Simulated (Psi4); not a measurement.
# CF (SMILES [C]F): UCAM-LDA0/6-311G(d,p)

What is the electrostatic solvation energy at fixed shape (IEF-PCM, tetrahydrofuran) of CF at UCAM-LDA0/6-311G**? 

The results are computed with Psi4 1.11.

3 further runs of the same task are left out: 1 that didn't finish, 2 set aside as unsound or not needed.

## Step 1: The structure to begin with

CF has 2 atoms, charge 0, and is taken as a doublet. As SMILES, `[C]F`. Geometry: relaxed at GFN2-xTB.

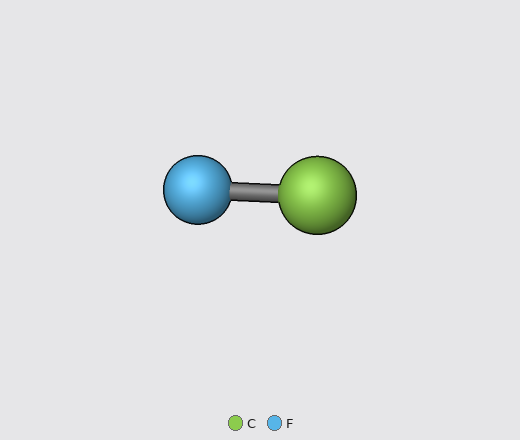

Viewed from a chosen angle; carbon green, fluorine blue.

## Step 2: A single-point energy at UCAM-LDA0/6-311G(d,p)

Contents of job.json:

```json
{
  "schema_name": "qcschema_input",
  "schema_version": 1,
  "molecule": {
    "schema_name": "qcschema_molecule",
    "schema_version": 2,
    "symbols": ["C", "F"],
    "geometry": [0.0, 0.0, 0.0, 0.0, 0.0, 2.40826697],
    "molecular_charge": 0,
    "molecular_multiplicity": 2,
    "fix_symmetry": "c1"
  },
  "driver": "energy",
  "model": {
    "method": "cam-lda0",
    "basis": "6-311G**"
  },
  "keywords": {
    "reference": "uks",
    "scf_type": "direct"
  }
}
```

Command:

```sh
$ psi4 --qcschema job.json -n 1 --memory 1600MB
```

stdout, shortened:

```text
[...]
  Running in c1 symmetry.
[...]
  Nuclear repulsion =   22.422763203865223
[...]
  Multiplicity = 2
[...]
  Nalpha       = 8
  Nbeta        = 7
[...]
    Number of basis functions: 36
[...]
    0.2500   Short-range LDA exchange with error function kernel (erfc) [omega = 0.3333]
[...]
   @DF-UKS iter   1:  -137.20138368160522   -4.31566e-01   4.35054e-03 DIIS/ADIIS
[...]
   @UKS iter  12:  -137.21360417520998   -4.83084e-10   6.16323e-07 DIIS
[...]
   @S^2 Observed:                7.526139599E-01
[...]
    Orbital Energies [Eh]
    ---------------------
    Alpha Occupied:
       1A    -24.802071     2A    -10.356983     3A     -1.410364
       4A     -0.768987     5A     -0.625573     6A     -0.611211
       7A     -0.476531     8A     -0.270605
    Alpha Virtual:
       9A     -0.078328    10A      0.180511    11A      0.413010
      12A      0.426693    13A      0.461661    14A      0.502609
      15A      0.907024    16A      0.992265    17A      0.992865
      18A      1.297588    19A      1.300191    20A      1.411317
      21A      1.413430    22A      1.575394    23A      1.812395
      24A      2.542811    25A      2.552893    26A      2.895742
[...]
  @UKS Final Energy:  -137.21360417520998
   => Energetics <=
    Nuclear Repulsion Energy =             22.4227632038652231
    One-Electron Energy =                -233.8655174659175202
    Two-Electron Energy =                  84.9107010757593201
    DFT Exchange-Correlation Energy =     -10.6815509889170102
    Empirical Dispersion Energy =           0.0000000000000000
    VV10 Nonlocal Energy =                  0.0000000000000000
    Total Energy =                       -137.2136041752099800
[...]
 Multipole Moments:
 ------------------------------------------------------------------------------------
     Multipole            Electronic (a.u.)      Nuclear  (a.u.)        Total (a.u.)
 ------------------------------------------------------------------------------------
 L = 1.  Multiply by 2.5417464519 to convert [e a0] to [Debye]
 Dipole X            :         -0.0000000            0.0000000           -0.0000000
 Dipole Y            :          0.0000000            0.0000000            0.0000000
 Dipole Z            :          0.7414160           -0.4653958            0.2760201
 Magnitude           :                                                    0.2760201
[...]
```

The result, in JSON:

```text
{
 "driver": "energy",
 "model": {
  "method": "cam-lda0",
  "basis": "6-311G**"
 },
 "success": true,
 "return_result": -137.21360417520998,
 "properties": {
  "calcinfo_nbasis": 36,
  "calcinfo_nmo": 36,
  "calcinfo_nalpha": 8,
  "calcinfo_nbeta": 7,
  "calcinfo_natom": 2,
  "nuclear_repulsion_energy": 22.422763203865223,
  "return_energy": -137.21360417520998,
  "scf_one_electron_energy": -233.86551746591752,
  "scf_two_electron_energy": 84.91070107575932,
  "scf_xc_energy": -10.68155098891701,
  "scf_dipole_moment": [-4.2932635714500636e-16, 6.429783174451233e-16, 0.2760201452596054],
  "scf_total_energy": -137.21360417520998,
  "scf_iterations": 12
 }
}
```

It took 4.8 s on 1 thread of AMD EPYC 7R43 (Zen 3), shared host; peak memory 0.2 GiB.

## Step 3: The energy at UCAM-LDA0/6-311G(d,p) (IEF-PCM tetrahydrofuran)

Contents of calc.py:

```python
import psi4

psi4.set_memory('1600 MB')
psi4.set_num_threads(1)
psi4.set_output_file('psi4.out', False)

mol = psi4.geometry("""
0 2
C      0.000000     0.000000     0.000000
F      0.000000     0.000000     1.274400
symmetry c1
""")

psi4.set_options({
    'reference': 'uks',
    'scf_type': 'direct',
    'pcm': True,
})
psi4.pcm_helper("""
  Units = Angstrom
  Medium {
    SolverType = IEFPCM
    Solvent = THF
  }
  Cavity {
    Type = GePol
    RadiiSet = UFF
    Scaling = False
    Area = 0.3
    Mode = Implicit
  }
""")

result, w = psi4.energy('cam-lda0/6-311G**', return_wfn=True)
print(f'cam-lda0/6-311G** energy: {result:.10f} Eh')
```

Command:

```sh
$ python calc.py
```

psi4.out, shortened:

```text
[...]
  Running in c1 symmetry.
[...]
  Nuclear repulsion =   22.422763163983053
[...]
  Multiplicity = 2
[...]
  Nalpha       = 8
  Nbeta        = 7
[...]
    Number of basis functions: 36
[...]
    0.2500   Short-range LDA exchange with error function kernel (erfc) [omega = 0.3333]
[...]
   @DF-UKS iter   1:  -137.20414085179661   -4.34268e-01   4.25391e-03 DIIS/ADIIS
[...]
   @UKS iter  12:  -137.21515501015713   -5.44105e-10   6.04458e-07 DIIS
[...]
   @S^2 Observed:                7.526355123E-01
[...]
    Orbital Energies [Eh]
    ---------------------
    Alpha Occupied:
       1A    -24.798005     2A    -10.355648     3A     -1.405619
       4A     -0.764718     5A     -0.621041     6A     -0.605594
       7A     -0.476401     8A     -0.269413
    Alpha Virtual:
       9A     -0.074801    10A      0.182403    11A      0.412541
      12A      0.431870    13A      0.462694    14A      0.502908
      15A      0.912112    16A      0.996878    17A      0.999505
      18A      1.299896    19A      1.302518    20A      1.412582
      21A      1.416145    22A      1.580795    23A      1.813525
      24A      2.543819    25A      2.555614    26A      2.897234
[...]
  @UKS Final Energy:  -137.21515501015713
   => Energetics <=
    Nuclear Repulsion Energy =             22.4227631639830527
    One-Electron Energy =                -233.8354372414576972
    Two-Electron Energy =                  84.8789824534712949
    DFT Exchange-Correlation Energy =     -10.6798240572135708
    Empirical Dispersion Energy =           0.0000000000000000
    VV10 Nonlocal Energy =                  0.0000000000000000
    PCM Polarization Energy =              -0.0016393289402331
    Total Energy =                       -137.2151550101571331
[...]
 Multipole Moments:
 ------------------------------------------------------------------------------------
     Multipole            Electronic (a.u.)      Nuclear  (a.u.)        Total (a.u.)
 ------------------------------------------------------------------------------------
 L = 1.  Multiply by 2.5417464519 to convert [e a0] to [Debye]
 Dipole X            :          0.0000000            0.0000000            0.0000000
 Dipole Y            :          0.0000000            0.0000000            0.0000000
 Dipole Z            :          0.7794919           -0.4653958            0.3140961
 Magnitude           :                                                    0.3140961
[...]
```

The script printed:

```text
cam-lda0/6-311G** energy: -137.2151550102 Eh
```

Run time: 5.7 s. Hardware: 1 thread of AMD EPYC 7R43 (Zen 3), shared host; peak memory 0.21 GiB.

## Step 4: Outcome

At UCAM-LDA0/6-311G**:

| quantity | value |
| --- | --- |
| gas phase: total energy | -137.21360 Eh |
| gas phase: dipole moment | 0.70 D |
| gas phase: HOMO energy (highest over α and β) | -7.36 eV |
| gas phase: LUMO energy (lowest over α and β) | -2.13 eV |
| gas phase: ⟨S²⟩ | 0.753 |
| IEF-PCM, tetrahydrofuran: total energy | -137.21516 Eh |
| IEF-PCM, tetrahydrofuran: dipole moment | 0.80 D |
| IEF-PCM, tetrahydrofuran: HOMO energy (highest over α and β) | -7.33 eV |
| IEF-PCM, tetrahydrofuran: LUMO energy (lowest over α and β) | -2.04 eV |
| IEF-PCM, tetrahydrofuran: solvent term in the energy | -4.3 kJ/mol |
| IEF-PCM, tetrahydrofuran: ⟨S²⟩ | 0.753 |
| energy change from gas to solvent at fixed shape | -0.042 eV |

What this shows: The solvent model (IEF-PCM, tetrahydrofuran) lowers the energy by 0.04 eV (−4.1 kJ/mol) at the same shape. It holds the electrostatic part alone, without cavity or dispersion terms.
